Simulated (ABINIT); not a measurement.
**Quasiparticle gap of SiO2 (Stishovite) in ABINIT**

Wanted: ground state, empty states, screening and self-energy for SiO2 (Stishovite).

Main program and level: ABINIT 10.8.3; LDA and many-body steps on it, plane waves.

**1. Set-up**

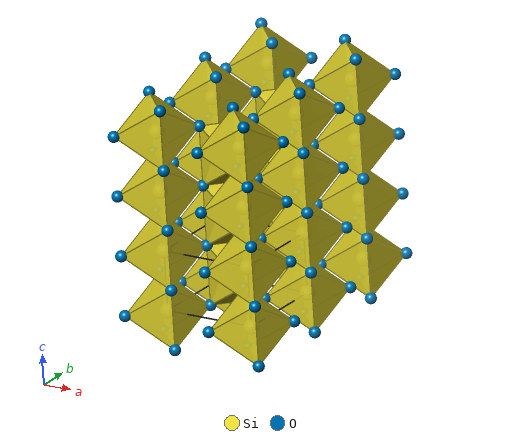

The cell as given, slightly off an axis (silicon yellow, oxygen blue). 1×2×3 cells are drawn. Some periodic images of atoms are drawn too.

The cell and positions come from the Crystallography Open Database and are kept as given unless a step says otherwise.

**2. Ground state**

This step: ABINIT 10.8.3; DFT, LDA, plane waves, norm-conserving pseudopotentials.

The ground-state density comes first.

The input, run.abi:

```
acell 3*1.0 Angstrom
rprim 
  4.177300000000 0.000000000000 0.000000000000
  0.000000000000 4.177300000000 0.000000000000
  0.000000000000 0.000000000000 2.665200000000
ntypat 2
znucl 14 8
natom 6
typat 1 1 2 2 2 2
xred 
  0.000000000000 0.000000000000 0.000000000000
  0.500000000000 0.500000000000 0.500000000000
  0.305900000000 0.305900000000 0.000000000000
  0.194100000000 0.805900000000 0.500000000000
  0.694100000000 0.694100000000 0.000000000000
  0.805900000000 0.194100000000 0.500000000000
pp_dirpath "pseudos"
pseudos "Si.upf, O.upf"
ecut 36
ngkpt 6 6 8
nshiftk 1
shiftk 0 0 0
kptopt 1
chksymbreak 0
nband 23
occopt 1
tolvrs 1e-10
nstep 60
prtwf 0
optforces 0
optstress 0
indata_prefix "in"
outdata_prefix "out"
tmpdata_prefix "tmp"
```

Launch:

```console
> OMP_NUM_THREADS=1 mpirun -n 4 abinit run.abi > log
```

Numbers of over 12 decimals in the logs are rounded to 6 here.

Output:

```text
.Version 10.8.3 of ABINIT. v10.8.2 released Aug 2026.

 Symmetries : space group P4_2/m n m (#136); Bravais tP (primitive tetrag.)
================================================================================
 Values of the parameters that define the memory need of the present run
     intxc =       0    ionmov =       0      iscf =       7    lmnmax =       6
     lnmax =       6     mgfft =      45  mpssoang =       3    mqgrid =    3001
     natom =       6  nloc_mem =       1    nspden =       1   nspinor =       1
    nsppol =       1      nsym =      16    n1xccc =    2501    ntypat =       2
    occopt =       1   xclevel =       1
-    mband =          23        mffmem =           1         mkmem =          13
       mpw =        3254          nfft =       60750          nkpt =          50
================================================================================
  Rough estimation (10% accuracy) of disk space for files :
================================================================================

--------------------------------------------------------------------------------
------------- Echo of variables that govern the present computation ------------
--------------------------------------------------------------------------------
 -outvars: echo values of preprocessed input variables --------
            acell      1.8897261259E+00  1.8897261259E+00  1.8897261259E+00 Bohr

      chksymbreak           0
             ecut      3.60000000E+01 Hartree
-          fftalg         312

              ixc       -1012
              kpt      0.00000000E+00  0.00000000E+00  0.00000000E+00
                       1.66666667E-01  0.00000000E+00  0.00000000E+00
                       3.33333333E-01  0.00000000E+00  0.00000000E+00
                       5.00000000E-01  0.00000000E+00  0.00000000E+00
                       1.66666667E-01  1.66666667E-01  0.00000000E+00
                       3.33333333E-01  1.66666667E-01  0.00000000E+00
                       5.00000000E-01  1.66666667E-01  0.00000000E+00
                       3.33333333E-01  3.33333333E-01  0.00000000E+00
                       5.00000000E-01  3.33333333E-01  0.00000000E+00
   [... 39 further rows ...]
                       5.00000000E-01  3.33333333E-01  5.00000000E-01
                       5.00000000E-01  5.00000000E-01  5.00000000E-01
         kptrlatt        6    0    0      0    6    0      0    0    8
          kptrlen      4.02919846E+01
P           mkmem          13
            natom           6
            nband          23
            ngfft          45      45      30
             nkpt          50
            nstep          60
             nsym          16
           ntypat           2
              occ      2.000000  2.000000  2.000000  2.000000  2.000000  2.000000
                       2.000000  2.000000  2.000000  2.000000  2.000000  2.000000
                       2.000000  2.000000  2.000000  2.000000  0.000000  0.000000
                       0.000000  0.000000  0.000000  0.000000  0.000000
        optforces           0
        optstress           0
            prtwf           0
            rprim      4.1773000000E+00  0.0000000000E+00  0.0000000000E+00
[...]
spgroup         136

           tolvrs      1.00000000E-10

             xred      0.0000000000E+00  0.0000000000E+00  0.0000000000E+00
[...]
znucl       14.00000    8.00000

================================================================================

 chkinp: Checking input parameters for consistency.

================================================================================
== DATASET  1 ==================================================================
-   mpi_nproc: 4, omp_nthreads: 1 (-1 if OMP is not activated)

--- !DatasetInfo
iteration_state: {dtset: 1, }
dimensions: {natom: 6, nkpt: 50, mband: 23, nsppol: 1, nspinor: 1, nspden: 1, mpw: 3254, }
cutoff_energies: {ecut:  36.0, pawecutdg:  -1.0, }
electrons: {nelect:   3.20000000E+01, charge:   0.00000000E+00, occopt:   1.00000000E+00, tsmear:   1.00000000E-02, }

 Real(R)+Recip(G) space primitive vectors, cartesian coordinates (Bohr,Bohr^-1):
 R(1)=  7.8939529  0.0000000  0.0000000  G(1)=  0.1266792  0.0000000  0.0000000
 R(2)=  0.0000000  7.8939529  0.0000000  G(2)=  0.0000000  0.1266792  0.0000000
 R(3)=  0.0000000  0.0000000  5.0364981  G(3)=  0.0000000  0.0000000  0.1985507
 Unit cell volume ucvol=  3.1384682E+02 bohr^3
 Angles (23,13,12)=  9.00000000E+01  9.00000000E+01  9.00000000E+01 degrees

 getcut: wavevector=  0.0000  0.0000  0.0000  ngfft=  45  45  30
         ecut(hartree)=     36.000   => boxcut(ratio)=   2.06368

--- Pseudopotential description ------------------------------------------------
- Si Generated using ONCVPSP code by D. R. Hamann
- 14.00000   4.00000  180309                  znucl, zion, pspdat
12 -1012 2 -1 1510                            pspcod,pspxc,lmax,lloc,mmax
     nproj     2     2     2
  pspatm : epsatm=    6.67003958
         --- l  ekb(1:nproj) -->
[...]
pspatm: atomic psp has been read  and splines computed

- O Generated using ONCVPSP code by D. R. Hamann
-  8.00000   6.00000  201201                  znucl, zion, pspdat
12 -1012 2 -1 926                             pspcod,pspxc,lmax,lloc,mmax
     nproj     2     2     1
  pspatm : epsatm=    6.27558587
         --- l  ekb(1:nproj) -->
[...]
2   -1.033686
 pspatm: atomic psp has been read  and splines computed

   1.23015752E+03                                ecore*ucvol(ha*bohr**3)
--------------------------------------------------------------------------------

_setup2: Arith. and geom. avg. npw (full set) are    3237.045    3237.034

================================================================================

--- !BeginCycle
iteration_state: {dtset: 1, }
solver: {iscf: 7, nstep: 60, nline: 4, wfoptalg: 0, }
tolerances: {tolvrs: 1.00E-10, }

     iter   Etot(hartree)      deltaE(h)  residm     vres2
 ETOT  1  -74.574082170560    -7.457E+01 7.773E-02 5.587E+02
 ETOT  2  -74.658371315383    -8.429E-02 1.081E-02 4.428E+02
 ETOT  3  -74.871182289738    -2.128E-01 1.023E-02 1.196E+00
 ETOT  4  -74.871995329520    -8.130E-04 4.173E-03 2.931E-03
 ETOT  5  -74.871996855987    -1.526E-06 2.695E-03 8.528E-05
 ETOT  6  -74.871996874258    -1.827E-08 3.241E-03 4.683E-06
 ETOT  7  -74.871996875687    -1.429E-09 1.163E-03 5.668E-08
 ETOT  8  -74.871996875694    -6.679E-12 1.063E-03 2.378E-09
 ETOT  9  -74.871996875695    -8.384E-13 2.165E-04 1.989E-11

 At SCF step    9       vres2   =  1.99E-11 < tolvrs=  1.00E-10 =>converged.

--- !ResultsGS
iteration_state: {dtset: 1, }
comment   : Summary of ground state results
lattice_vectors:
- [  7.8939529,   0.0000000,   0.0000000, ]
- [  0.0000000,   7.8939529,   0.0000000, ]
- [  0.0000000,   0.0000000,   5.0364981, ]
lattice_lengths: [   7.89395,    7.89395,    5.03650, ]
lattice_angles: [ 90.000,  90.000,  90.000, ] # degrees, (23, 13, 12)
lattice_volume:   3.1384682E+02
convergence: {deltae: -8.384E-13, res2:  1.989E-11, residm:  2.165E-04, diffor:  0.000E+00, }
etotal    :  -7.48719969E+01
entropy   :   0.00000000E+00
fermie    :   2.55733456E-01
cartesian_stress_tensor: null
pressure_GPa: null
xred      :
- [  0.0000E+00,   0.0000E+00,   0.0000E+00, Si]
- [  5.0000E-01,   5.0000E-01,   5.0000E-01, Si]
- [  3.0590E-01,   3.0590E-01,   0.0000E+00,  O]
- [  1.9410E-01,   8.0590E-01,   5.0000E-01,  O]
- [  6.9410E-01,   6.9410E-01,   0.0000E+00,  O]
- [  8.0590E-01,   1.9410E-01,   5.0000E-01,  O]
cartesian_forces: null
force_length_stats: {min: null, max: null, mean: null, }

 Integrated electronic density in atomic spheres:
 ------------------------------------------------
 Atom  Sphere_radius  Integrated_density
[...]
================================================================================

 ----iterations are completed or convergence reached----

 Mean square residual over all n,k,spin=   22.566E-07; max=  21.645E-05
 reduced coordinates (array xred) for    6 atoms
[...]
0.500000000000      0.500000000000      0.500000000000
       0.305900000000      0.305900000000      0.000000000000
       0.194100000000      0.805900000000      0.500000000000
       0.694100000000      0.694100000000      0.000000000000
       0.805900000000      0.194100000000      0.500000000000
 rms dE/dt=  0.0000E+00; max dE/dt=  0.0000E+00; dE/dt below (all hartree)
    1       0.000000000000      0.000000000000      0.000000000000
    2       0.000000000000      0.000000000000      0.000000000000
    3       0.000000000000      0.000000000000      0.000000000000
    4       0.000000000000      0.000000000000      0.000000000000
    5       0.000000000000      0.000000000000      0.000000000000
    6       0.000000000000      0.000000000000      0.000000000000

 cartesian coordinates (angstrom) at end:
    1      0.000000     0.000000     0.000000
    2      2.088650     2.088650     1.332600
    3      1.277836     1.277836     0.000000
    4      0.810814     3.366486     1.332600
    5      2.899464     2.899464     0.000000
    6      3.366486     0.810814     1.332600
 length scales=  1.889726125908  1.889726125908  1.889726125908 bohr
              =  1.000000000000  1.000000000000  1.000000000000 angstroms
 prteigrs : about to open file out_EIG
 Fermi (or HOMO) energy (hartree) =   0.25573   Average Vxc (hartree)=  -0.46525
 Eigenvalues (hartree) for nkpt=  50  k points:
 kpt#   1, nband= 23, wtk=  0.00347, kpt=  0.0000  0.0000  0.0000 (reduced coord)
  -0.56576   -0.42781   -0.42781   -0.41921   -0.14497    0.01654    0.01654    0.02162
   0.05541    0.06533    0.13850    0.13850    0.16186    0.22251    0.22251    0.25573
   0.46391    0.49441    0.56462    0.56462    0.65152    0.67745    0.77280
 prteigrs : prtvol=0 or 1, do not print more k-points.

--- !EnergyTerms
iteration_state     : {dtset: 1, }
comment             : Components of total free energy in Hartree
kinetic             :  4.92346763472169E+01
hartree             :  1.54984140199668E+01
xc                  : -2.01468743477233E+01
Ewald energy        : -6.39508232852962E+01
psp_core            :  3.91961118920178E+00
local_psp           : -4.91705168750106E+01
non_local_psp       : -1.02564839240502E+01
total_energy        : -7.48719968756948E+01
total_energy_eV     : -2.03737082599241E+03
band_energy         : -1.78300074818771E+00

== END DATASET(S) ==============================================================
================================================================================

 -outvars: echo values of variables after computation  --------
           etotal     -7.4871996876E+01
            nband          23
             nkpt          50
          spgroup         136
 [... the other variables as echoed above ...]

 Calculation completed.
```

Elapsed: 36 s, on 4 MPI ranks of Arm Neoverse V1, shared host; peak memory 0.33 GiB.

Numbers from this step:

```
total energy               : -2037.3708 eV
gap                        : 5.665 eV
k of the valence top       : 0, 0, 0
k of the conduction bottom : 0, 0, 0
least direct gap           : 5.665 eV
```

The gap is direct, at Γ.

(Continued in part 2 of 3.)

[Paths, hosts, dates, memory and timing lines, banners, echoed tables and standing remarks are left out of the program output.]

[Logs are printed without paths, hosts, clocks, repeated set-up lines and the standing remarks that a program may print on its own settings, such as how far it seeks lower states.]

[Runs of the session that timed out or met a known fault of the program may be left out.]

[Hosts, paths, dates, database ids (printed as entryN), source tags and the programs' standing remarks are cut or masked in the printed files.]

[G0W0 gaps are taken among the corrected bands and points alone; a level outside them can change the order at an edge.]

[Where Ansatz stands beside ABINIT at settings called matched, ABINIT's density can come from a denser mesh and the files from another edition; pairs whose starting gaps differed by over 0.03 eV were left out, so agreement reads better than it is.]
